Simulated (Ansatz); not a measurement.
## Nudged elastic band of AlH5O

The run: nudged elastic band of AlH5O. Method and program: RKS revPBE-D4/def2-SVP (Ansatz 0.2.0).

The run did not end well. One setting was made poor on purpose. It belongs to a series of runs on one base structure; here: an input spoilt on purpose.

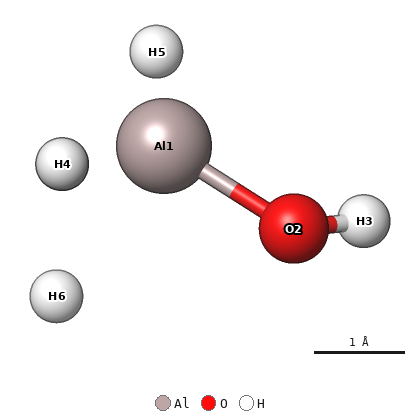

*The starting structure (ball-and-stick view, seen at a tilt; atoms are numbered from 1 in the order of the input). Sticks mark near contacts.*

Bond lengths as drawn: Al–H 0.18 Å, Al–O 1.73 Å and H–O 0.97 Å.

### The input
```yaml
crystal:
  periodic: [false, false, false]
  atoms:
    - { symbol: Al, position_ang: [-0.047402, -0.155932, 0.202151] }
    - { symbol: O, position_ang: [-0.04766, -0.606376, 1.877148] }
    - { symbol: H, position_ang: [-0.870445, -0.710111, 2.381273] }
    - { symbol: H, position_ang: [1.390813, -0.122357, -0.480602] }
    - { symbol: H, position_ang: [-1.42726, 0.074164, -0.578529] }
    - { symbol: H, position_ang: [0.1124, 2.337719, 0.525019] }
    - { symbol: H, position_ang: [0.102598, -0.055932, 0.202151] }
basis:
  gaussian: { orbitals: def2-SVP }
hamiltonian:
  xc: revpbe
  dispersion: d4
neb:
  order_check: false
  images: 3
  f_tol: 0.03
  max_iterations: 8
  climbing: true
  final_atoms:
    - { symbol: Al, position_ang: [0.04197884, 0.47489706, -0.15671935] }
    - { symbol: O, position_ang: [-0.01346108, 0.13113667, 1.89576504] }
    - { symbol: H, position_ang: [-0.84733675, -0.31448234, 2.14426757] }
    - { symbol: H, position_ang: [1.37488997, -0.29295303, -0.62137373] }
    - { symbol: H, position_ang: [-1.39010234, -0.21545902, -0.45662028] }
    - { symbol: H, position_ang: [0.08293521, 2.08729307, -0.03548684] }
    - { symbol: H, position_ang: [-0.01040286, 0.97686758, 2.38606759] }
  initial_path: idpp
```

Machine: 1 thread of Arm Neoverse V1, 24 GiB of memory available, shared host.

Command:
```bash
ansatz run input.yaml --threads 1 --pin off --max-ram 2048MiB --backend cpu --events-out ev --progress --plain --runs-dir out
```

### Log
```
Engine: ansatz 0.2.0, aarch64-unknown-linux-gnu
Functional definition: revPBE
  parameter kappa = 1.245
  parameter beta = 0.06672455060314922
  exchange = pbe_x(kappa = kappa, mu = beta*pi^2/3)
  correlation = pbe_c(beta = beta)
626 factors; their error is unknown
mean field evaluation 1: about -8288.3578 eV, gradient 5.6e1 eV
mean field evaluation 2: about -8229.3294 eV, gradient 1.6e2 eV
mean field evaluation 4: about -8290.8025 eV, gradient 2.1e1 eV
mean field evaluation 8: about -8294.0054 eV, gradient 1.5e-1 eV
mean field evaluation 16: about -8294.0380 eV, gradient 3.9e-4 eV
mean field -8294.03804671 eV, -304.8002763157 hartree, gradient 1.6e-5 eV, S^2 0.000000; 0 other end points of the search recorded, 0 dependent functions left out
the calculation of the forces begins
reference -8294.03809416 eV, -304.8002780593 hartree; 13, 13 occupied and 44, 44 virtual orbitals, 626 factors
626 factors; their error is unknown
mean field evaluation 32: about -8719.3737 eV, gradient 3.3e-4 eV
mean field -8719.37365666 eV, -320.4310716786 hartree, gradient 8.0e-5 eV, S^2 0.000000; 0 other end points of the search recorded, 0 dependent functions left out
[... from here on the field's lines of each further geometry are left out, up to the last ...]
WARN: NEB end point (image 0): max|allowed force component| = 3.463e3 eV/Å (the criterion of neb.relax_end_points is 1.000e-2). That is over neb.f_tol: it is no minimum, so the barrier can be far off. Relax it first
NEB iter   1: max|band force component| = 4.330e1 eV/Å  barrier→ = 0.0000 eV  barrier← = 425.2750 eV  Δτ_max = 0.2000 Å  (151 SCF iters)
NEB iter   2: max|band force component| = 1.785e1 eV/Å  barrier→ = 0.0000 eV  barrier← = 425.2750 eV  Δτ_max = 0.2000 Å  (91 SCF iters)
NEB iter   3: max|band force component| = 1.906e1 eV/Å  barrier→ = 0.0000 eV  barrier← = 425.2750 eV  Δτ_max = 0.0996 Å  (90 SCF iters)
NEB iter   4: max|band force component| = 9.926e0 eV/Å  barrier→ = 0.0000 eV  barrier← = 425.2750 eV  Δτ_max = 0.1121 Å  (84 SCF iters)
NEB iter   5: max|band force component| = 4.206e0 eV/Å  barrier→ = 0.0000 eV  barrier← = 425.2750 eV  Δτ_max = 0.1966 Å  (82 SCF iters)
NEB iter   6: max|band force component| = 2.214e0 eV/Å  barrier→ = 0.0000 eV  barrier← = 425.2750 eV  Δτ_max = 0.2000 Å  (92 SCF iters)
NEB iter   7: max|band force component| = 3.569e0 eV/Å  barrier→ = 0.0000 eV  barrier← = 425.2750 eV  Δτ_max = 0.1965 Å  (92 SCF iters)
the calculation of the forces begins
reference -8718.92279006 eV, -320.4145026364 hartree; 13, 13 occupied and 44, 44 virtual orbitals, 626 factors
these checks for a lower state are left out or cut short: starts, cluster_reference, orbital_swaps, neighbouring_geometries, increment
626 factors; their error is unknown
mean field -8719.05575695 eV, -320.4193890796 hartree, gradient 5.7e-6 eV, S^2 0.000000; 0 other end points of the search recorded, 0 dependent functions left out
the calculation of the forces begins
reference -8719.05580200 eV, -320.4193907352 hartree; 13, 13 occupied and 44, 44 virtual orbitals, 626 factors
NEB iter   8: max|band force component| = 2.807e0 eV/Å  barrier→ = 0.0000 eV  barrier← = 425.2750 eV  Δτ_max = 0.1882 Å  (89 SCF iters)
```

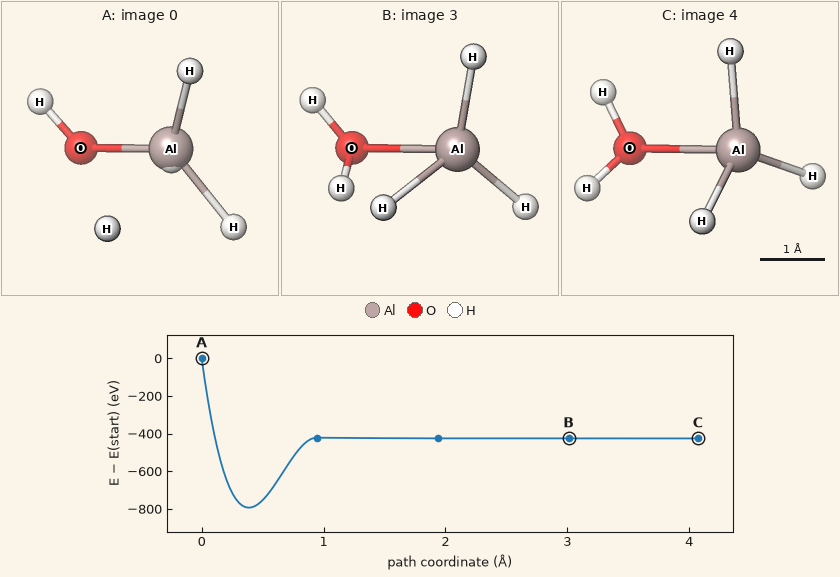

*Images of the last band (counted from 0; ball-and-stick, seen at a tilt) above the energy along the path; the line is a cubic interpolation that uses the forces.*

No image lies above both ends; the end is 425.275 eV below the start. The path is 4.07 Å long. The band had not converged after 8 iterations. The end points carry forces over 0.1 eV/Å, so they aren't fully relaxed minima and the barriers are approximate.

```
Unfinished report: {"positions_ang":[[-0.047402,-0.155932,0.202151],[-0.04766,-0.606376,1.877148],[-0.870445,-0.710111,2.381273],[1.390813,-0.12235700000000001,-0.48060200000000003],[-1.42726,0.074164,-0.578529],[0.1124,2.337719,0.525019],[0.102598,-0.055932,0.202151]],"mean_field":{"relativity":"none","state":{"energy":{"ev":-8294.038094156103,"hartree":-304.80027805929814},"converged":true,"gradient_ev":0.000016316881862093513,"stability":{"kind":"minimum","curvature_ev":49.131414061866465},"curvature_floor_ev":0.00030000000000000003,"spin_squared":-2.3092638912203256e-14},"others":[],"fillings":{"estimated":0,"unestimated":0,"tried":0,"untried":1,"excluded_magnetic_sites":0},"n_dropped_functions":0,"n_trapped_functions":0,"passes":{"evaluations":19,"products":11},"factors":{"origin":"density fitting in generated functions","count":626,"bound_ev":null},"gradient_stop_ev":0.00009,"reference_kind":"stationary","functional":{"name":"revPBE","citations":["Zhang & Yang, Phys. Rev. Lett. 80, 890 (1998) doi:10.1103/PhysRevLett.80.890","Perdew, Burke & Ernzerhof, Phys. Rev. Lett. 77, 3865 (1996) doi:10.1103/PhysRevLett.77.3865"],"text":"name \"revPBE\"\ncite \"Zhang & Yang, Phys. Rev. Lett. 80, 890 (1998) doi:10.1103/PhysRevLett.80.890\"\ncite \"Perdew, Burke & Ernzerhof, Phys. Rev. Lett. 77, 3865 (1996) doi:10.1103/PhysRevLett.77.3865\"\nparameter kappa = 1.245\nparameter beta = 0.06672455060314922\nexchange = pbe_x(kappa = kappa, mu = beta*pi^2/3)\ncorrelation = pbe_c(beta = beta)\n","parameters":{"beta":{"value":0.06672455060314922,"default":0.06672455060314922},"kappa":{"value":1.245,"default":1.245}},"final_grid":{"core_spheres":13.0,"valence_spheres":11.0,"degree":36.0},"final_grid_parameter_source":"default","radial_points_factor":1.0,"radial_grid_error_ev":3.302647371798941e-7,"grid_sensitivity":"normal","grid_sensitivity_ratio":0.001870803151768979},"unsmoothed_excess_ev":-0.00004744479596921069,"symmetry":{"irreps":["A"],"axes":[[1.0,0.0,0.0],[0.0,1.0,0.0],[0.0,0.0,1.0]],"occupied":[{"A":13},{"A":13}]},"density_repulsion":{"missed_ev":0.00018969681399742398,"excess_ev":0.00018950934425813614,"most_excess_ev":0.000338,"are_drawn_again":false,"n_first_factors":626,"energy_change_ev":0.0,"n_dropped_ends":0},"direct_passes":"host"},"factors":{"origin":"density fitting in generated functions","count":626,"bound_ev":null},"n_frozen":0,"n_occupied":[13,13],"n_virtual":[44,44],"reference":{"ev":-8294.038094156103,"hartree":-304.80027805929814},"dispersion":{"energy":{"ev":-0.29269327866953043,"hartree":-0.01075627959647534},"switches_in_reach":[]},"total":{"ev":-8294.330787434774,"hartree":-304.8110343388947},"forces_ev_per_angstrom":[[-3462.1176914732205,-2303.5974572365612,1.8258629143487848],[0.6366981090509728,-0.5160047321490816,-1.2061803723301276],[-0.19145412832303632,0.10876887589573743,-0.2127690499844846],[-1.7133085182527303,-0.5779552922614564,0.9996078545516361],[0.8682264720257821,-0.7878856502157291,0.19126083411007835],[-0.10989170541730854,-2.231565055792867,-0.38314709660156393],[3462.627421244116,2307.6020990910815,-1.2146350840890037]],"charge_distribution":{"dipole_moment_e_ang":[-0.1330692022558549,-0.6410908474434206,-0.09659284794876252],"mulliken_charges_e":[-2.677088317398832,-0.3287723870287742,0.20155862844712202,0.032728976424787226,-0.04110818534244309,-0.1749440012916348,2.987625286189732],"lowdin_charges_e":[0.7560738780391709,0.13376789861347316,0.007213516195868408,0.08987389851680672,0.002288405492670176,-0.1448402618892375,-0.8443773349688004]},"n_threads":1,"memory_gib":1.7045454550534487,"seconds":{"hamiltonian":1.240425965,"orbitals":0.0,"second_order":0.0,"solver_start":0.0,"cycles":0.0,"cycle":0.0,"perturbative":0.0,"full_ci_increment":0.0,"forces":0.0}}
this run last wrote the band of iteration 8 to [file]
Error: NEB band did not converge after 8 iterations: max|band force component| = 2.81e0 eV/Å (threshold 3.0e-2); raise `neb.max_iterations` in a new run, which can start from the last band evaluated (`neb.initial_path`, with `crystal.atoms` and `neb.final_atoms` set to its first and last images), add images, or start from endpoints closer to local minima. Where this run's directory can be resumed (`checkpoint.write`), a resume goes on for up to `neb.max_iterations` more; to start a new run from the last band, take its images' positions from the `neb_iteration` event of iteration 8 (`data.images[].positions_ang`), in the event stream of the run that computed that iteration (not this run's, if it was resumed behind it). With `checkpoint.write`, `steps/00-neb/state/checkpoint.json` in the run directory holds the last saved band, under `neb.evaluated.images[].positions_ang` (a band under a hybrid functional on support functions is neither saved nor resumed: `neb.initial_path` says where its path is): check the last entry of `neb.iterations` there, which is earlier than 8 if that iteration was not saved or its write failed. If the band's step has no `state` directory and holds `state.next`, a write was cut short, and the file is under `state.next` instead (behind a loss of power it can be under `state.prev`)
this run wrote the band of iteration 8 to [file] as well, whether or not its events were kept: a new run's `neb.initial_path` can list its `images[].positions_ang`
a run's events are kept only if it was started with --events-out <file>, and are in that file
```

### The last band as extended XYZ (Å, eV, eV/Å)
```
7
Properties=species:S:1:pos:R:3:forces:R:3 image=0 energy=-8294.33074
Al   -0.0474   -0.1559    0.2022  -3462.1177 -2303.5975   1.8259
O    -0.0477   -0.6064    1.8771    0.6367  -0.5160  -1.2062
H    -0.8704   -0.7101    2.3813   -0.1915   0.1088  -0.2128
H     1.3908   -0.1224   -0.4806   -1.7133  -0.5780   0.9996
H    -1.4273    0.0742   -0.5785    0.8682  -0.7879   0.1913
H     0.1124    2.3377    0.5250   -0.1099  -2.2316  -0.3831
H     0.1026   -0.0559    0.2022  3462.6274 2307.6021  -1.2146
7
Properties=species:S:1:pos:R:3:forces:R:3 image=1 energy=-8715.65654
Al   -0.2668   -0.5103    0.1824   -1.8754  -3.0606  -0.4580
O    -0.0206   -0.6972    1.8592   -0.1288  -1.0503   0.7830
H    -0.8187   -0.7701    2.4023   -0.0921  -0.0741   0.3237
H     1.2685   -0.1034   -0.4925   -0.9464  -0.4519   0.4870
H    -1.4932    0.0323   -0.5760   -0.8686  -0.4676  -0.5325
H     0.1036    2.1310    0.5169    0.2224  -2.6612  -0.4812
H     0.4401    0.6789    0.2363    3.6889   7.7655  -0.1220
7
Properties=species:S:1:pos:R:3:forces:R:3 image=2 energy=-8719.20330
Al   -0.1470   -0.4068    0.0217   -0.0884   0.0568  -1.5501
O     0.0313   -0.7140    1.7125    0.0420  -0.6882   0.6188
H    -0.6989   -0.6023    2.3427   -0.0162  -0.0517   0.0061
H     1.2544   -0.2164   -0.7545   -0.1804  -0.5525  -0.0064
H    -1.5494   -0.0196   -0.6676   -0.0123  -0.3887   0.0537
H     0.0688    1.7397    0.5257    0.4187  -1.5964   0.7187
H     0.2539    0.9807    0.9480   -0.1633   3.2208   0.1592
7
Properties=species:S:1:pos:R:3:forces:R:3 image=3 energy=-8719.29804
Al   -0.1247    0.0848   -0.2590   -0.0061   0.2906  -0.0526
O     0.1210   -0.3870    1.7098    0.1515  -0.2943   0.0425
H    -0.6877   -0.4914    2.2508    0.0133   0.0713  -0.0496
H     1.2073   -0.4055   -0.9860   -0.0368  -0.0936  -0.0815
H    -1.6296   -0.2294   -0.7147    0.0317  -0.0706   0.0213
H     0.0662    1.5617    0.5393    0.0280   0.1793  -0.4464
H     0.2607    0.6280    1.5884   -0.1817  -0.0827   0.5663
7
Properties=species:S:1:pos:R:3:forces:R:3 image=4 energy=-8719.60578
Al   -0.0049    0.1737   -0.3099    0.0023  -0.0086   0.0060
O     0.0220   -0.1860    1.7404    0.0123  -0.0051  -0.0205
H    -0.8313   -0.5641    2.0313   -0.0069   0.0015   0.0081
H     1.2329   -0.6964   -0.8513   -0.0028   0.0027   0.0018
H    -1.5033   -0.3932   -0.5355   -0.0024  -0.0013  -0.0029
H     0.1760    1.7758   -0.1813    0.0020   0.0062  -0.0006
H     0.1215    0.6513    2.2349   -0.0044   0.0046   0.0081
```

### Outcome

| quantity | value |
| --- | --- |
| outcome | not converged |
| barrier, forward (band not converged) | 0.000 eV |
| barrier, backward | 425.275 eV |
| wall time | 29 s |
| peak memory | 0.092 GiB |

The run did not converge: “NEB band did not converge after 8 iterations: max|band force component| = 2.81e0 eV/Å (threshold 3.0e-2); raise `neb.max_iterations` in a new run, which can start from the last band evaluated (`neb.initial_path`, with `crystal.atoms` and `neb.final_atoms` set to its first and last images), add images, or start from endpoints closer to local minima …” Its last values are not results. A deliberately poor setting: bad input.
